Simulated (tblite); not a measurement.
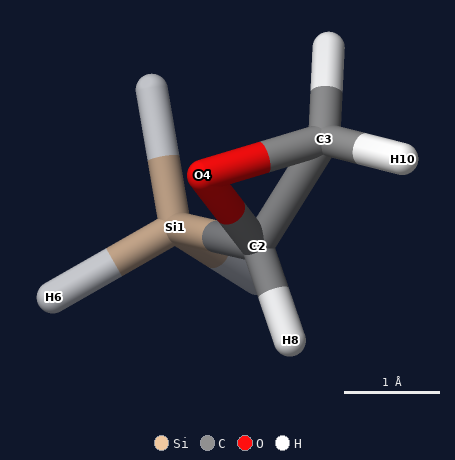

Fig. 1: The structure as given in the input (stick view, seen at a tilt; atoms are numbered from 1 in the order of the input). Bond lengths as drawn: C–C 1.47 Å, C–H 1.09 Å, C–O 1.41 to 1.44 Å, C–Si 1.87 Å and H–Si 1.49 Å.

Polarizability calculation, with input and output: C2H6OSi

The run: polarizability calculation of C2H6OSi. Method and program: GFN1-xTB, R-SCC (tblite 0.8.0).

The geometry comes from this level: PBE0-D4/def2-TZVP.

What the program printed:
```
E = -13.97847185 Eh
polarizability tensor (bohr^3)
     39.2210     -3.6632     -1.0005
     -3.6632     47.7012      1.5228
     -1.0004      1.5228     36.7486
principal values [36.387 37.968 49.316]  isotropic 41.224
```

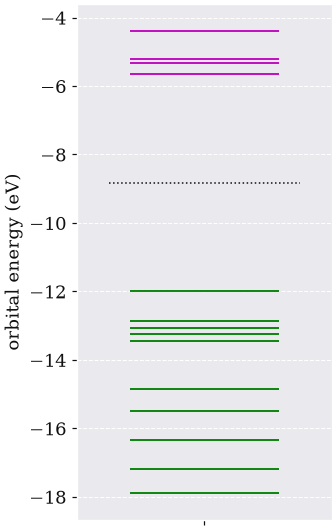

Fig. 2: Orbital energies near the frontier; the dotted line parts filled from empty levels, and levels within 0.02 eV of each other stand side by side. Highest filled −11.98 eV, lowest empty −5.65 eV, 6.33 eV apart.

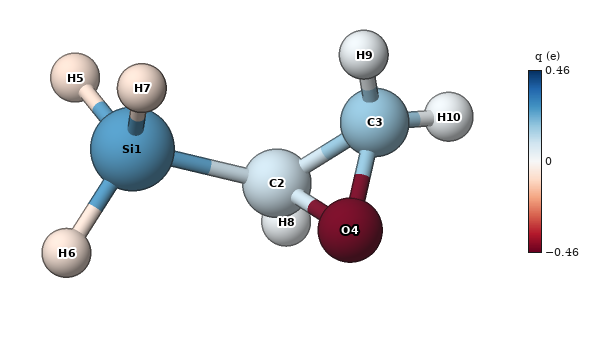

Fig. 3: Mulliken charges, as the colour of each atom (ball-and-stick view, seen at a tilt; atoms are numbered from 1 in the order of the input). By element: Si +0.26, C +0.10 to +0.18, O −0.44 and H −0.08 to +0.04 e.

This output came from the following input.

Input file (calc.py):
```python
"""GFN1-xTB finite-field polarizability"""
import json
import numpy as np
from tblite.interface import Calculator
from tblite.library import ffi
from tblite.interface import symbols_to_numbers

symbols = list(map(str, np.loadtxt("geom.xyz", skiprows=2, usecols=0, dtype=str, ndmin=1)))
numbers = np.array(symbols_to_numbers(symbols))
positions = np.loadtxt("geom.xyz", skiprows=2, usecols=(1, 2, 3), ndmin=2) / 0.52917721

def dipole(field):
    tb = Calculator("GFN1-xTB", numbers, positions, charge=0, uhf=0)
    tb.set("verbosity", 0)
    tb.set("accuracy", 0.01)
    tb.add("electric-field", ffi.new("double[3]", list(field)))
    return tb.singlepoint()

F = 0.001  # field step, atomic units
result = dipole([0.0, 0.0, 0.0])
alpha = np.array([(dipole(F * v).get('dipole') - dipole(-F * v).get('dipole')) / (2 * F) for v in np.eye(3)])
print(f"E = {result.get('energy'):.8f} Eh")
print("polarizability tensor (bohr^3)")
for row in alpha:
    print("".join(f"{v:12.4f}" for v in row))
w = np.linalg.eigvalsh((alpha + alpha.T) / 2)
print("principal values", np.round(w, 3), " isotropic %.3f" % w.mean())
out = {k: np.asarray(result.get(k)).tolist() for k in ("energy", "gradient", "charges", "dipole", "orbital-energies", "orbital-occupations")}
out.update(symbols=symbols, positions=(positions * 0.529177210903).tolist(), alpha=alpha.tolist())
json.dump(out, open("results.json", "w"))
```

File geom.xyz:
```
10

Si    -0.130500     1.411500     0.175700
C     -0.524400    -0.415500     0.029200
C      0.516000    -1.392000    -0.315700
O      0.085300    -1.258300     1.018700
H     -0.545500     2.111900    -1.069700
H     -0.858700     2.007400     1.325300
H      1.333600     1.561800     0.374700
H     -1.547600    -0.707500    -0.211100
H      1.529800    -1.052900    -0.517400
H      0.225200    -2.317400    -0.806900
```

Run as:
```bash
python calc.py
```

Results in brief:

| quantity | value |
| --- | --- |
| outcome | converged |
| total energy | −13.978472 hartree |
| basis functions | 33 |
| largest force | 0.880 eV/Å |
| HOMO | −11.98 eV |
| LUMO | −5.65 eV |
| dipole moment | 2.60 D |
| hardware | 1 thread of Intel Xeon @ 2.50GHz (Skylake/Cascade Lake), 189 GiB of memory available, shared host |
| wall time | 0.52 s |
| peak memory | 0.067 GiB |
